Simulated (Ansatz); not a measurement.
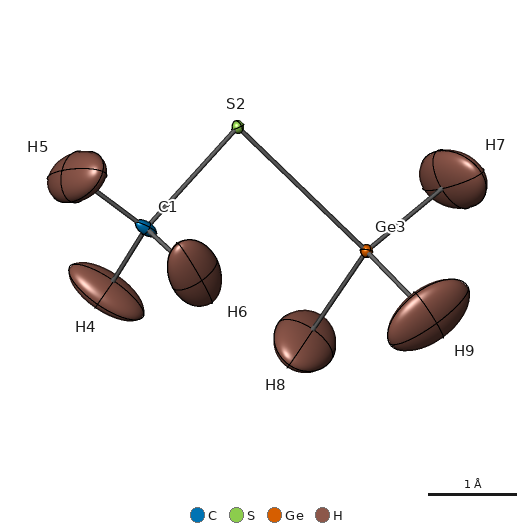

Displacement ellipsoids at the 50 % level, enlarged 1.5 times, from the internal vibrations of the free molecule (harmonic, no overall translation or rotation; no half-axis is drawn under 0.075 Å). Vibrations computed with RKS PBE0-D4/def2-TZVP (Ansatz 0.2.0). Temperature: 0 K (zero-point motion alone).

Which atom moves most?

H7, with U_eq = 0.0316 Å².

Does H7 move more along its bond or across it?

Across it: the root-mean-square amplitude is 0.088 Å along the bond and up to 0.245 Å across, since bending and torsion are softer than stretching.

Give the displacement parameters, one line for each set of equivalent atoms.

| atom | U_eq (Å²) | rms amplitudes (Å) |
| --- | --- | --- |
| C1 | 0.0022 | 0.034, 0.034, 0.065 |
| S2 | 0.00065 | 0.019, 0.024, 0.031 |
| Ge3 | 0.00014 | 0.005, 0.008, 0.018 |
| H4, H6 | 0.0237 | 0.079, 0.131, 0.219 |
| H5 | 0.0253 | 0.093, 0.132, 0.223 |
| H7 | 0.0316 | 0.088, 0.164, 0.245 |
| H8, H9 | 0.0302 | 0.088, 0.159, 0.240 |
